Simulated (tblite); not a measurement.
## C3H9ClSSi2: geometry relaxation

C3H9ClSSi2, computed with GFN2-xTB geometry optimisation, gas phase (tblite 0.8.0).

It belongs to a series of runs on one base structure; here: constitutional isomer.

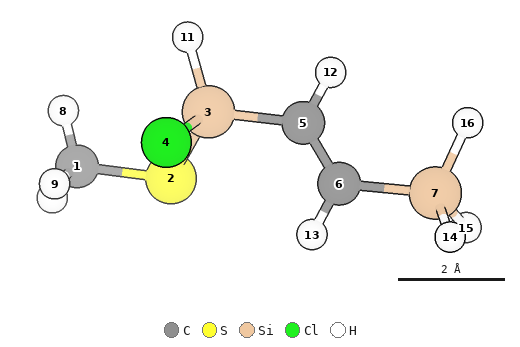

Figure 1. The input geometry (ball-and-stick view, seen at a tilt; atoms are numbered from 1 in the order of the input).

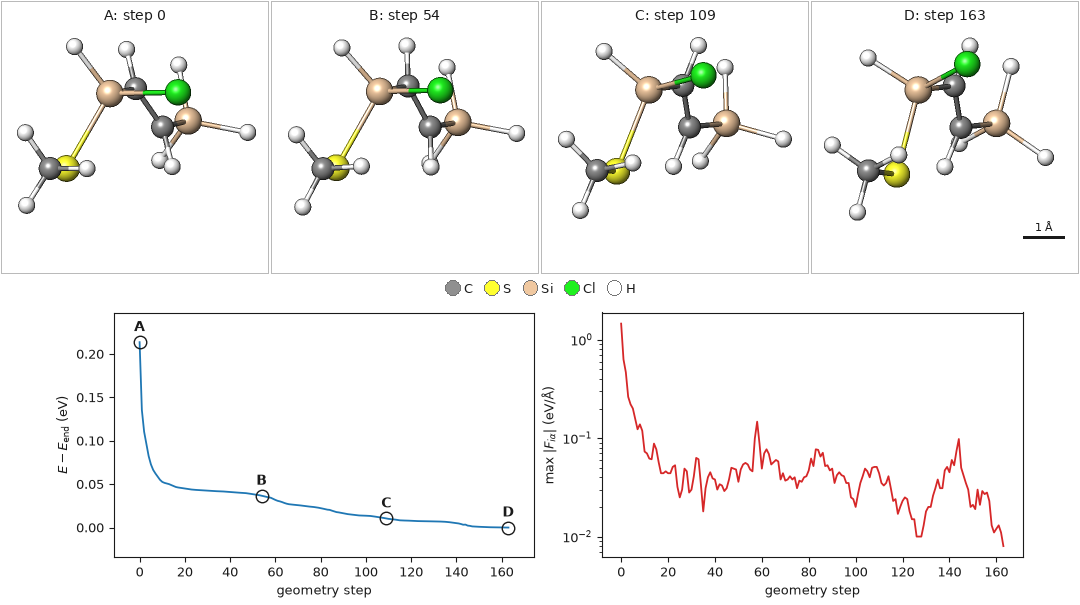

Figure 2. Frames of the relaxation (ball-and-stick view, seen at an oblique angle) above the curves, on which the letters mark them (steps are counted from 0).

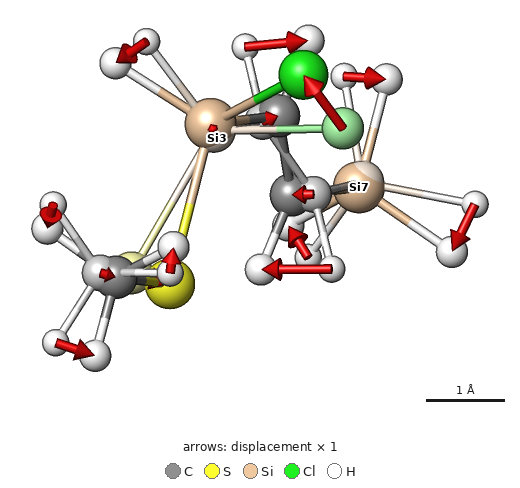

Figure 3. Start (faint) and end (solid) with the displacements as red arrows, at true length (ball-and-stick view, seen at an oblique angle). The two geometries are laid on each other by the best rigid fit. The largest moves after the best rigid fit, 0.94 Å, are those of Cl4 and H13. Largest moves by element: H 0.94 Å, Cl 0.94 Å, S 0.52 Å, C 0.30 Å, Si 0.10 Å. Among the contacts that change: Si3–C5 1.819 → 1.875 Å, C6–Si7 1.842 → 1.884 Å, Si3–H11 1.490 → 1.460 Å, C1–S2 1.792 → 1.820 Å. Among the angles that change: Cl4–Si3–C5 104.3° → 111.3°, Si7–C6–H13 112.7° → 117.2°, Si3–C5–H12 112.1° → 116.2°. Over 163 geometry steps the energy falls by 0.214 eV. The largest force component goes from 1.5 to 0.008 eV/Å. (Atoms are counted from 1 in the order of the input.)

These pictures come from the run below.

### The input
```
{"job": {"kind": "relax", "xc": "GFN2-xTB", "basis": "xTB"}, "charge": 0, "multiplicity": 1}
C     -3.599200    -0.516300    -0.177600
S     -1.891900    -0.858200    -0.601500
Si    -0.856100     0.915600     0.001300
Cl    -1.090800     1.227600     1.997000
C      0.938300     0.705300    -0.213200
C      1.684400    -0.338000     0.173000
Si     3.502200    -0.519900    -0.059600
H     -3.958300     0.377900    -0.704500
H     -3.722300    -0.366300     0.901000
H     -4.231600    -1.365200    -0.469500
H     -1.395700     2.094400    -0.733900
H      1.389200     1.548600    -0.728700
H      1.239600    -1.185500     0.697100
H      4.155000    -0.761100     1.253400
H      3.772800    -1.663400    -0.950300
H      4.056900     0.713400    -0.650500
```

The first line tells a small driver script what to run in tblite; the rest is the geometry in Å.

Command:
```bash
OMP_NUM_THREADS=1 python <driver script> task.json out
```

### What the program printed
```
step      E/eV     max force
  0    -606.27968    1.609
  1    -606.35784    0.856
  2    -606.38291    0.510
  3    -606.39677    0.313
  4    -606.41095    0.266
  5    -606.42047    0.281
  6    -606.42687    0.200
  7    -606.43100    0.161
  8    -606.43460    0.185
  9    -606.43822    0.150
 10    -606.44065    0.090
 11    -606.44180    0.094
 12    -606.44245    0.070
 13    -606.44323    0.073
 14    -606.44436    0.091
 15    -606.44560    0.084
 16    -606.44653    0.070
 17    -606.44711    0.046
 18    -606.44751    0.047
 19    -606.44787    0.050
 20    -606.44825    0.051
 21    -606.44865    0.050
 22    -606.44909    0.054
 23    -606.44948    0.054
 24    -606.44975    0.041
 25    -606.44992    0.036
 26    -606.45009    0.033
 27    -606.45028    0.050
 28    -606.45047    0.046
 29    -606.45062    0.031
 30    -606.45073    0.033
 31    -606.45086    0.046
 32    -606.45104    0.064
 33    -606.45124    0.061
 34    -606.45139    0.036
 35    -606.45148    0.021
 36    -606.45158    0.032
 37    -606.45172    0.040
 38    -606.45193    0.051
 39    -606.45217    0.045
 40    -606.45237    0.039
 41    -606.45253    0.031
 42    -606.45271    0.037
 43    -606.45292    0.042
 44    -606.45312    0.037
 45    -606.45327    0.033
 46    -606.45342    0.038
 47    -606.45364    0.057
 48    -606.45398    0.069
 49    -606.45441    0.060
 50    -606.45483    0.049
 51    -606.45519    0.058
 52    -606.45557    0.063
 53    -606.45607    0.062
 54    -606.45669    0.058
 55    -606.45733    0.059
 56    -606.45791    0.065
 57    -606.45846    0.110
 58    -606.45896    0.164
 59    -606.46025    0.098
 60    -606.46144    0.061
 61    -606.46248    0.090
 62    -606.46313    0.098
 63    -606.46397    0.082
 64    -606.46498    0.072
 65    -606.46581    0.067
 66    -606.46639    0.062
 67    -606.46672    0.061
 68    -606.46697    0.047
 69    -606.46720    0.047
 70    -606.46753    0.043
 71    -606.46777    0.044
 72    -606.46812    0.049
 73    -606.46848    0.050
 74    -606.46885    0.043
 75    -606.46910    0.039
 76    -606.46936    0.038
 77    -606.46962    0.037
 78    -606.47001    0.041
 79    -606.47041    0.042
 80    -606.47093    0.065
 81    -606.47149    0.064
 82    -606.47211    0.075
 83    -606.47267    0.079
 84    -606.47292    0.082
 85    -606.47383    0.073
 86    -606.47460    0.078
 87    -606.47547    0.065
 88    -606.47582    0.069
 89    -606.47633    0.054
 90    -606.47676    0.073
 91    -606.47741    0.058
 92    -606.47781    0.044
 93    -606.47812    0.054
 94    -606.47844    0.054
 95    -606.47880    0.053
 96    -606.47912    0.040
 97    -606.47934    0.037
 98    -606.47948    0.029
 99    -606.47958    0.027
100    -606.47965    0.022
101    -606.47975    0.028
102    -606.47993    0.035
103    -606.48024    0.047
104    -606.48066    0.051
105    -606.48107    0.047
106    -606.48143    0.047
107    -606.48180    0.056
108    -606.48229    0.054
109    -606.48284    0.059
110    -606.48326    0.046
111    -606.48353    0.043
112    -606.48377    0.038
113    -606.48412    0.041
114    -606.48460    0.048
115    -606.48495    0.036
116    -606.48511    0.027
117    -606.48518    0.026
118    -606.48524    0.020
119    -606.48534    0.023
120    -606.48549    0.025
121    -606.48564    0.026
122    -606.48576    0.029
123    -606.48584    0.019
124    -606.48591    0.017
125    -606.48597    0.015
126    -606.48602    0.012
127    -606.48607    0.013
128    -606.48611    0.012
129    -606.48614    0.017
130    -606.48617    0.023
131    -606.48622    0.026
132    -606.48628    0.028
133    -606.48638    0.029
134    -606.48649    0.036
135    -606.48664    0.047
136    -606.48685    0.043
137    -606.48714    0.037
138    -606.48748    0.047
139    -606.48781    0.052
140    -606.48811    0.059
141    -606.48856    0.074
142    -606.48920    0.063
143    -606.49002    0.079
144    -606.48988    0.111
145    -606.49104    0.055
146    -606.49135    0.045
147    -606.49195    0.046
148    -606.49213    0.038
149    -606.49232    0.025
150    -606.49240    0.022
151    -606.49252    0.023
152    -606.49261    0.031
153    -606.49271    0.025
154    -606.49285    0.032
155    -606.49294    0.033
156    -606.49299    0.035
157    -606.49305    0.028
158    -606.49310    0.019
159    -606.49314    0.014
160    -606.49320    0.013
161    -606.49324    0.014
162    -606.49327    0.012
163    -606.49329    0.010
```

### Trajectory as extended XYZ (Å, eV, eV/Å), 7 of the 164 frames kept, from step=0 to step=163
```
16
Properties=species:S:1:pos:R:3:forces:R:3 step=0 energy=-606.27968
C    -3.5992   -0.5163   -0.1776   -1.0520   0.3460   0.2720
S    -1.8919   -0.8582   -0.6015    0.3270  -0.3840  -0.2510
Si   -0.8561    0.9156    0.0013   -1.4570   0.6210   0.2810
Cl   -1.0908    1.2276    1.9970   -0.2330   0.0570   0.0760
C     0.9383    0.7053   -0.2132    1.2540  -0.4720  -0.3450
C     1.6844   -0.3380    0.1730   -0.7740   0.2600   0.1240
Si    3.5022   -0.5199   -0.0596    1.3100   0.0350  -0.0710
H    -3.9583    0.3779   -0.7045    0.1740  -0.2550   0.1230
H    -3.7223   -0.3663    0.9010    0.1870  -0.0100  -0.2220
H    -4.2316   -1.3652   -0.4695    0.4180   0.1880  -0.0130
H    -1.3957    2.0944   -0.7339    0.1240  -0.4470   0.2540
H     1.3892    1.5486   -0.7287    0.3470  -0.2400   0.0710
H     1.2396   -1.1855    0.6971   -0.3040   0.3080  -0.1890
H     4.1550   -0.7611    1.2534   -0.1820   0.0390  -0.2870
H     3.7728   -1.6634   -0.9503   -0.0600   0.1180   0.1110
H     4.0569    0.7134   -0.6505   -0.0780  -0.1640   0.0670
16
Properties=species:S:1:pos:R:3:forces:R:3 step=27 energy=-606.45028
C    -3.5825   -0.4922   -0.1594    0.0150  -0.0070  -0.0030
S    -1.8619   -0.8810   -0.6148    0.0070   0.0020  -0.0050
Si   -0.8861    0.9224    0.0410   -0.0050  -0.0060   0.0490
Cl   -1.3008    1.2353    2.0081    0.0050  -0.0060  -0.0370
C     0.9579    0.7082   -0.2370   -0.0030   0.0050   0.0010
C     1.6775   -0.3405    0.1579   -0.0010   0.0120   0.0030
Si    3.5379   -0.5267   -0.0744    0.0130  -0.0150  -0.0020
H    -3.9110    0.3908   -0.6975   -0.0090   0.0090  -0.0030
H    -3.6509   -0.3355    0.9119    0.0090   0.0070   0.0140
H    -4.1808   -1.3481   -0.4502   -0.0100  -0.0150   0.0000
H    -1.4553    2.0446   -0.6952   -0.0030   0.0030  -0.0200
H     1.4619    1.5217   -0.7428    0.0150   0.0130   0.0100
H     1.1626   -1.1528    0.6584   -0.0090  -0.0080  -0.0090
H     4.1441   -0.7666    1.2371    0.0020   0.0120   0.0180
H     3.8045   -1.6717   -0.9462   -0.0170  -0.0020  -0.0160
H     4.0753    0.7010   -0.6637   -0.0090  -0.0040   0.0000
16
Properties=species:S:1:pos:R:3:forces:R:3 step=54 energy=-606.45669
C    -3.5311   -0.5268   -0.1327    0.0320  -0.0110  -0.0040
S    -1.8131   -0.8588   -0.6464   -0.0210   0.0250   0.0310
Si   -0.8877    0.9737    0.0095   -0.0320  -0.0420   0.0040
Cl   -1.4027    1.3275    1.9429    0.0000   0.0100   0.0120
C     0.9687    0.7717   -0.1658    0.0270   0.0040   0.0140
C     1.6468   -0.3370    0.1247   -0.0110  -0.0190   0.0020
Si    3.5068   -0.5581   -0.0699    0.0340  -0.0070  -0.0300
H    -3.9192    0.3212   -0.6892    0.0030  -0.0140   0.0280
H    -3.5518   -0.3325    0.9350   -0.0280   0.0180  -0.0130
H    -4.1098   -1.4157   -0.3600    0.0300  -0.0040  -0.0130
H    -1.4403    2.0633   -0.7845    0.0040   0.0310  -0.0220
H     1.5154    1.6392   -0.5133    0.0030   0.0040  -0.0090
H     1.0861   -1.1976    0.4702   -0.0190  -0.0210   0.0000
H     4.1419   -0.7857    1.2313   -0.0540   0.0200   0.0060
H     3.7317   -1.7244   -0.9255    0.0060  -0.0050  -0.0120
H     4.0508    0.6490   -0.6927    0.0240   0.0120   0.0060
16
Properties=species:S:1:pos:R:3:forces:R:3 step=82 energy=-606.47211
C    -3.4476   -0.6095   -0.0544    0.0140  -0.0090   0.0050
S    -1.7054   -0.8256   -0.5329   -0.0200   0.0010  -0.0350
Si   -0.8781    1.0915   -0.0130   -0.0220  -0.0050   0.0390
Cl   -1.5368    1.6326    1.8314    0.0060   0.0110   0.0060
C     0.9798    0.8480   -0.0452    0.0010  -0.0190   0.0390
C     1.5794   -0.3410   -0.0739    0.0190   0.0520  -0.0500
Si    3.4427   -0.6167   -0.1005    0.0020   0.0080  -0.0040
H    -3.9140    0.1439   -0.6817    0.0180   0.0040   0.0220
H    -3.4991   -0.3307    0.9934   -0.0290   0.0200  -0.0180
H    -3.9264   -1.5700   -0.2103   -0.0210   0.0010   0.0090
H    -1.3504    2.1145   -0.9385   -0.0320  -0.0180  -0.0340
H     1.5853    1.7453   -0.0246    0.0260   0.0010  -0.0040
H     0.9431   -1.2174   -0.1002    0.0080  -0.0420   0.0090
H     3.9147   -0.8180    1.2717    0.0050  -0.0110   0.0030
H     3.7183   -1.8035   -0.9113    0.0110   0.0120   0.0040
H     4.0868    0.5656   -0.6767    0.0130  -0.0050   0.0090
16
Properties=species:S:1:pos:R:3:forces:R:3 step=109 energy=-606.48284
C    -3.4966   -0.5680   -0.0268   -0.0240   0.0090   0.0100
S    -1.7498   -0.9264   -0.3860    0.0280   0.0030   0.0020
Si   -0.8865    1.0107   -0.0086    0.0010  -0.0290   0.0270
Cl   -1.5014    1.6944    1.8034   -0.0010   0.0060  -0.0130
C     0.9763    0.8023   -0.0401    0.0340   0.0170   0.0020
C     1.6147   -0.3607   -0.1565   -0.0100  -0.0230   0.0080
Si    3.4883   -0.5830   -0.1090   -0.0420  -0.0020  -0.0070
H    -3.8579    0.1940   -0.7103   -0.0160   0.0020   0.0140
H    -3.5941   -0.2392    1.0033   -0.0020   0.0190  -0.0100
H    -4.0492   -1.4900   -0.1740    0.0350  -0.0050  -0.0120
H    -1.3942    1.9399   -1.0113   -0.0210   0.0160  -0.0220
H     1.5578    1.7127    0.0591   -0.0160  -0.0390  -0.0030
H     1.0054   -1.2546   -0.2550    0.0510   0.0290  -0.0050
H     3.8776   -0.8812    1.2703    0.0120  -0.0320   0.0280
H     3.8503   -1.6930   -0.9917   -0.0050   0.0180   0.0020
H     4.1517    0.6512   -0.5333   -0.0250   0.0110  -0.0190
16
Properties=species:S:1:pos:R:3:forces:R:3 step=136 energy=-606.48685
C    -3.5016   -0.5565   -0.0048   -0.0140  -0.0040  -0.0070
S    -1.7525   -0.9536   -0.3085    0.0060   0.0060   0.0110
Si   -0.8884    0.9956   -0.0189    0.0270  -0.0230  -0.0160
Cl   -1.5378    1.8059    1.7248   -0.0140   0.0030   0.0050
C     0.9722    0.7726    0.0119    0.0280   0.0240  -0.0230
C     1.6187   -0.3787   -0.1621   -0.0060  -0.0020   0.0030
Si    3.4940   -0.5784   -0.1121   -0.0040   0.0070  -0.0140
H    -3.8483    0.1624   -0.7402    0.0060   0.0210   0.0000
H    -3.6135   -0.1625    1.0004   -0.0120   0.0000  -0.0090
H    -4.0554   -1.4823   -0.1087   -0.0050  -0.0310   0.0180
H    -1.3683    1.8545   -1.0982    0.0000   0.0110   0.0070
H     1.5497    1.6745    0.1806    0.0050  -0.0140   0.0010
H     1.0213   -1.2681   -0.3327    0.0110   0.0070   0.0090
H     3.8985   -0.9971    1.2324   -0.0120  -0.0180  -0.0080
H     3.8843   -1.5863   -1.0998   -0.0120   0.0070   0.0160
H     4.1196    0.7071   -0.4307   -0.0050   0.0050   0.0060
16
Properties=species:S:1:pos:R:3:forces:R:3 step=163 energy=-606.49329
C    -3.4955   -0.5694    0.0064    0.0010  -0.0010  -0.0010
S    -1.7260   -0.9731   -0.1249    0.0030   0.0030  -0.0050
Si   -0.8848    1.0052   -0.0212    0.0030  -0.0060   0.0040
Cl   -1.5338    1.9560    1.6511   -0.0010   0.0010  -0.0060
C     0.9778    0.7950   -0.0039    0.0040  -0.0030  -0.0010
C     1.6168   -0.3676   -0.1211   -0.0010   0.0020  -0.0010
Si    3.4884   -0.5862   -0.1137   -0.0010   0.0060  -0.0050
H    -3.7978    0.0269   -0.8488   -0.0040   0.0000   0.0030
H    -3.6804   -0.0327    0.9316    0.0040  -0.0030   0.0010
H    -4.0292   -1.5134    0.0086   -0.0060   0.0010   0.0050
H    -1.3884    1.7610   -1.1648    0.0000   0.0050   0.0000
H     1.5605    1.7021    0.1063   -0.0050  -0.0040  -0.0030
H     1.0130   -1.2625   -0.2277    0.0070   0.0030  -0.0030
H     3.8710   -1.3690    1.0628   -0.0010   0.0000   0.0070
H     3.8798   -1.2972   -1.3329   -0.0080   0.0040   0.0000
H     4.1210    0.7340   -0.0746    0.0030  -0.0070   0.0060
```

### Key numbers

- outcome: converged
- total energy: −606.4933 eV
- hardware: 1 CPU thread, shared host
- wall time: 2.6 s
- peak memory: 0.18 GiB
